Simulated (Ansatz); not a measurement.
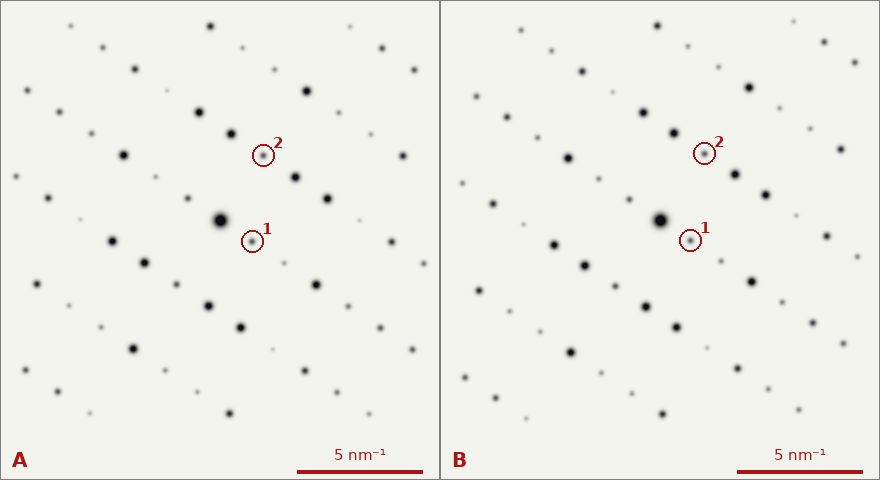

Kinematic electron diffraction patterns (200 kV, B = 0.5 Å², same scale) along [1-10] of the run's own cell, for the start and the end of one relaxation of Cd2P with DFT r2SCAN, scalar-relativistic, plane waves, PAW in Ansatz. k mesh 8×8×6. The start is a generated model structure, and the relaxation ends in the nearest stationary point of its symmetry, not necessarily the ground state. Spot 1 is 0 0 -1 and spot 2 is 1 1 0 in both.

Start structure:

```
CELL_PARAMETERS angstrom
4.52977 0.00000 0.00000
0.00000 4.52977 0.00000
0.00000 0.00000 6.43108
ATOMIC_POSITIONS crystal
Cd 0.00000 0.00000 0.00000
Cd 0.50000 0.50000 0.00000
Cd 0.00000 0.50000 0.35223
Cd 0.50000 0.00000 0.64777
P 0.00000 0.50000 0.75615
P 0.50000 0.00000 0.24385
```

Question: Which pattern belongs to the start structure, and which to the relaxed one?

Answer: A is the start: its cell gives d(1) = 6.431 Å, d(2) = 3.203 Å and an angle of 90.0°. B is the relaxed structure, with d(1) = 6.749 Å (+4.9 %), d(2) = 3.117 Å (-2.7 %) and 90.0°.

Question: What did the relaxation do to the structure and the energy?

Answer: The volume changed by -0.6 % to 21.85 Å³ an atom; with the mean shift removed, the atoms moved by up to 0.06 Å relative to the cell (Cd most); the space group stayed P4/nmm (No. 129); the free energy fell by 2.8 meV an atom. Relaxed cell: a = 4.408 Å, b = 4.408 Å, c = 6.749 Å, α = 90.00°, β = 90.00°, γ = 90.00°.
